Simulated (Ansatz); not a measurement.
# AsH3 (SMILES [AsH3]): levels of theory compared

Wanted: a comparison of 6 runs (BHLYP/STO-3G, HSE06/STO-3G, PBE/STO-3G, UPBE/STO-3G, CCSDTQ/STO-3G, CCSD(T)/STO-3G) of AsH3. 

The calculation is run with Ansatz 0.2.0.

29 further runs of the same task are left out: 1 that didn't finish, 28 set aside as unsound or not needed.

## Step 1: Starting point

The species is AsH3 (4 atoms), meant as a singlet with charge 0. As SMILES, `[AsH3]`. The H4–As1 distance was set to 2.283 Å, away from the relaxed value. At this shape a bond of the SMILES string is far longer than usual.

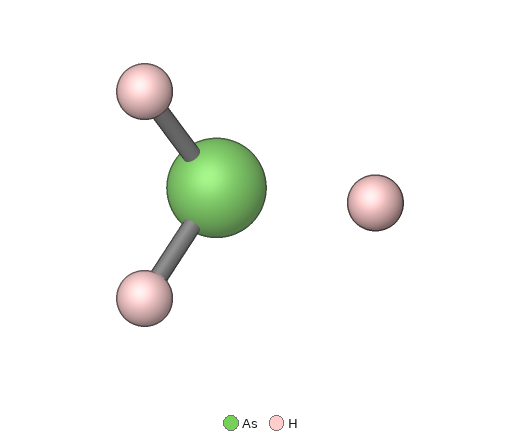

Viewed from a chosen angle; arsenic green, hydrogen pink.

## Step 2: A single-point energy at BHLYP/STO-3G (run 1)

The input, job.yaml:

```yaml
basis:
  gaussian:
    orbitals: STO-3G
crystal:
  periodic: [false, false, false]
  atoms:
    - {symbol: As, position_ang: [-0.790676, 0.937670, -0.131740]}
    - {symbol: H, position_ang: [-0.224976, 1.080370, 1.273660]}
    - {symbol: H, position_ang: [-1.642876, -0.255430, 0.275360]}
    - {symbol: H, position_ang: [0.933900, -0.412500, -0.774500]}
hamiltonian:
  xc: {name: BHLYP}
accuracy: high
```

Command:

```console
$ ansatz run job.yaml --threads 1 --pin off --max-ram 2610MiB --events-out events.jsonl --progress --plain --runs-dir runs
```

Output:

```text
Warning: RAYON_NUM_THREADS=1 ignored (pool sized by the plan → 1); use --threads N
Functional definition: BHLYP
  name "BHLYP"
  parameter a = 0.5
  exchange = (1 - a)*b88_x + a*exact_x
  correlation = lyp_c
259 factors; integrals over basis functions are off by at most 1.7e-8 eV
mean field evaluation 1: about -60200.2673 eV, gradient 6.5e0 eV
mean field evaluation 2: about -60200.2287 eV, gradient 7.2e0 eV
mean field evaluation 4: about -60200.5695 eV, gradient 6.4e-2 eV
mean field evaluation 8: about -60200.5405 eV, gradient 1.1e-4 eV
mean field -60200.54054140 eV, -2212.3290595044 hartree, gradient 1.7e-8 eV, S^2 0.000000; 0 other end points of the search recorded, 0 dependent functions left out
reference -60200.54055800 eV, -2212.3290601144 hartree; 18, 18 occupied and 3, 3 virtual orbitals, 259 factors
Total energy: -60200.54055800 eV, -2212.3290601144 hartree
```

It took 0.63 s on 1 thread of Intel Xeon Platinum 8488C (Sapphire Rapids), shared host.

## Step 3: The energy at HSE06/STO-3G (run 2)

The input, input.yaml:

```yaml
basis:
  gaussian: {orbitals: STO-3G}
crystal:
  periodic: [false, false, false]
  atoms:
    - {symbol: As, position_ang: [-0.790676, 0.937670, -0.131740]}
    - {symbol: H, position_ang: [-0.224976, 1.080370, 1.273660]}
    - {symbol: H, position_ang: [-1.642876, -0.255430, 0.275360]}
    - {symbol: H, position_ang: [0.933900, -0.412500, -0.774500]}
total_charge: 0
hamiltonian: {xc: {name: HSE06}}
accuracy: high
```

Command:

```console
$ ansatz run input.yaml --threads 1 --pin off --max-ram 2610MiB --events-out events.jsonl --progress --plain --runs-dir runs
```

Output:

```text
Warning: RAYON_NUM_THREADS=1 ignored (pool sized by the plan → 1); use --threads N
Functional definition: HSE06
  name "HSE06"
  parameter a = 0.25
  parameter omega = 0.11/bohr
  exchange = pbe_x - a*pbe_x_sr(omega) + a*exact_x_sr(omega)
  correlation = pbe_c
259 factors; integrals over basis functions are off by at most 1.7e-8 eV
47 factors; integrals over basis functions are off by at most 5.8e-10 eV
mean field evaluation 1: about -60192.1458 eV, gradient 8.5e0 eV
mean field evaluation 2: about -60190.6569 eV, gradient 1.6e1 eV
mean field evaluation 4: about -60192.5852 eV, gradient 1.5e-1 eV
mean field evaluation 8: about -60192.5443 eV, gradient 9.3e-4 eV
mean field -60192.54434208 eV, -2212.0352045995 hartree, gradient 2.1e-8 eV, S^2 0.000000; 0 other end points of the search recorded, 0 dependent functions left out
reference -60192.54434373 eV, -2212.0352046602 hartree; 18, 18 occupied and 3, 3 virtual orbitals, 259 factors
Total energy: -60192.54434373 eV, -2212.0352046602 hartree
```

Wall time 0.68 s (1 thread of Intel Xeon Platinum 8488C (Sapphire Rapids), shared host).

Runs 3 to 5 aren't shown in full; the table further down has their settings and results.

## Step 4: A single-point energy at CCSD(T)/STO-3G (run 6)

The input, in.yaml:

```yaml
crystal:
  periodic: [false, false, false]
  atoms:
    - {symbol: As, position_ang: [-0.790676, 0.937670, -0.131740]}
    - {symbol: H, position_ang: [-0.224976, 1.080370, 1.273660]}
    - {symbol: H, position_ang: [-1.642876, -0.255430, 0.275360]}
    - {symbol: H, position_ang: [0.933900, -0.412500, -0.774500]}
basis:
  gaussian:
    orbitals: STO-3G
correlation:
  method: ccsd_t
  frozen_orbitals: {As: 9, H: 0}
accuracy: high
scf:
  omitted_lower_state_checks: [cluster_reference, increment]
```

Command:

```console
$ ansatz run in.yaml --threads 1 --pin off --max-ram 2610MiB --events-out events.jsonl --progress --plain --runs-dir runs
```

Output:

```text
Warning: RAYON_NUM_THREADS=1 ignored (pool sized by the plan → 1); use --threads N
[... 11 lines left out ...]
9 core orbitals not correlated: weight in the atoms' cores, before any rotation towards them, 1.000 or more for the frozen orbitals, at most 0.000 for the correlated occupied ones
[... 26 lines left out ...]
Total energy: -60163.61740185 eV, -2210.9721591534 hartree
Checks for a lower state left out: cluster_reference, increment
```

Run time: 0.18 s. Hardware: 1 thread of Intel Xeon Platinum 8488C (Sapphire Rapids), shared host.

## Step 5: The series

```
run           level  frozen core orbitals   energy (Eh)  wall time
  1    BHLYP/STO-3G                     –  -2212.329060     0.63 s
  2    HSE06/STO-3G                     –  -2212.035205     0.68 s
  3      PBE/STO-3G                     –  -2211.853677      0.6 s
  4     UPBE/STO-3G                     –  -2211.853677        1 s
  5   CCSDTQ/STO-3G                     9  -2210.972159      5.4 s
  6  CCSD(T)/STO-3G                     9  -2210.972159     0.18 s
```

## Step 6: Outcome

```
                                          quantity           value
                               run 6: total energy  -2210.97216 Eh
run 6: correlation energy (9 core orbitals frozen)      -111.1 mEh
                             run 6: (T) correction       -0.25 mEh
                              run 6: T1 diagnostic           0.011
```

In words: Totals of different functionals can't be ranked against each other. In runs 5, 6 the log says that unrestricted orbitals would lower the reference, so the values rest on an unstable closed-shell determinant (other closed-shell runs at this shape may share the fault). In runs 1, 2, 3, 4, 5, 6 the basis is minimal, so the values are rough. All runs together took 8.5 s, the longest 5.4 s.
